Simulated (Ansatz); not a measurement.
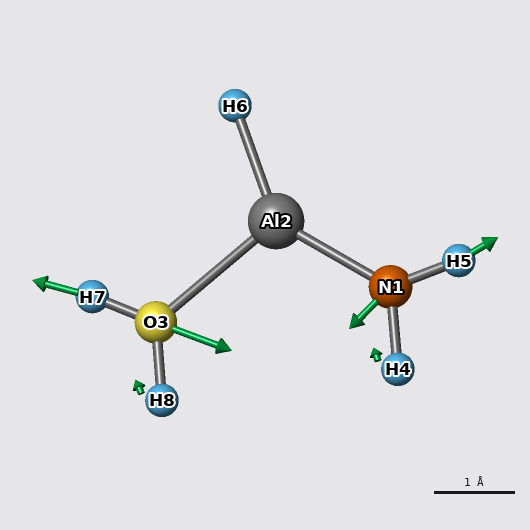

Arrows show the forces on the atoms, 0.1 Å of arrow for 1 eV/Å; forces under a tenth of the largest aren't drawn. Charge +1, singlet. Level of theory: RHF-CCSD(T) (frozen core)/def2-TZVPP (Ansatz 0.2.0).

On which atom is the force largest, and how large is it?

Answer. On O3: 8.09 eV/Å.

Along which bond is the force strongest?

Answer. O3–H7, now 0.877 Å: the forces push its atoms apart, so a first step downhill lengthens it.

List the force components in the frame of the picture (x right, y up, z towards the viewer), in eV/Å.

| atom | Fx | Fy | Fz |
| --- | --- | --- | --- |
| N1 | −3.49 | −3.55 | −0.43 |
| Al2 | −0.22 | 0.00 | −0.22 |
| O3 | 7.37 | −2.75 | 1.92 |
| H4 | −0.57 | 1.67 | −0.51 |
| H5 | 3.34 | 1.98 | 0.73 |
| H6 | 0.14 | −0.68 | 0.22 |
| H7 | −5.80 | 1.58 | −1.18 |
| H8 | −0.77 | 1.75 | −0.52 |
